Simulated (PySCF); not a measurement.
## Electronic structure of C₅H₁₀NOSi (doublet) in real space

Input file:

```
{"job": {"kind": "epr", "basis": "pcH-1"}, "charge": 0, "multiplicity": 2}
C      1.620264     0.652152    -0.640148
C      0.674873     0.276921     0.502354
C      0.723264    -1.238661     0.762883
C     -0.354630    -1.890589    -0.014797
Si    -1.662658    -0.694923    -0.537971
N     -0.685539     0.604932     0.143967
C     -1.191393     1.834161     0.220652
O     -2.304342     2.110573    -0.166269
H      1.512212     1.705762    -0.887884
H      2.653641     0.464302    -0.358196
H      1.375584     0.062264    -1.520686
H      0.958065     0.839636     1.401310
H      1.708838    -1.644238     0.515389
H      0.570239    -1.433549     1.833024
H     -0.328606    -2.959374    -0.133741
H     -1.821407    -0.501812    -1.980171
H     -2.937813    -0.768815     0.170468
H     -0.519353     2.587574     0.678159
```

Launched as:

```sh
OMP_NUM_THREADS=1 python probes_run.py task.json out
```

Geometry: GFN2-xTB.

Computed with UKS B3LYP, pcH-1 on C H N O Si, non-relativistic, mean-field spin-orbit, GIAO in PySCF 2.14.0, density-fitted response routines.

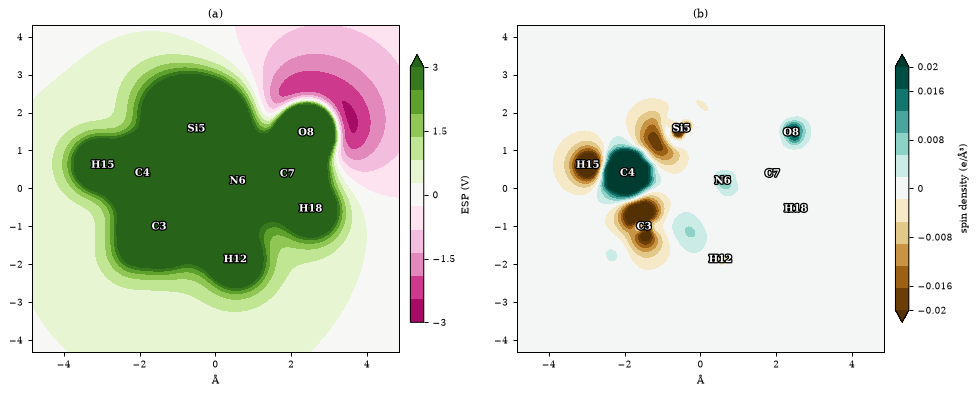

Figure 1. (a) electrostatic potential; (b) spin density on the plane of atoms C3, C4 and Si5.

Q: Interpret the plot.

A:
- The plane passes through C, Si, N, O and H nuclei.
- The unpaired spin (1 electron) lies mostly on C4 (about 0.7) and Si5 (about 0.1), in electrons by Hirshfeld's partition.
- Outside the dense part of the molecule the potential is most negative (−2.6 V) near O8.

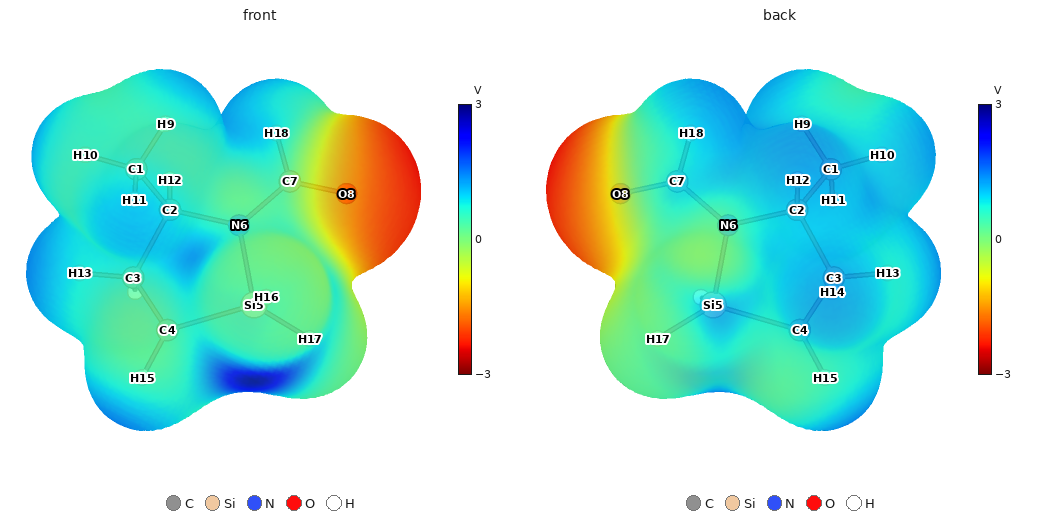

Figure 2. The molecular electrostatic potential painted on the density surface at 0.004 e/bohr³, seen from the front and from behind; red is negative and blue positive.

Q: Describe the electrostatic potential map.

A: The most negative region (about −2.3 V) lies over O8, the most positive (about +2.6 V) over Si5. O8 is the likeliest acceptor of a hydrogen bond.
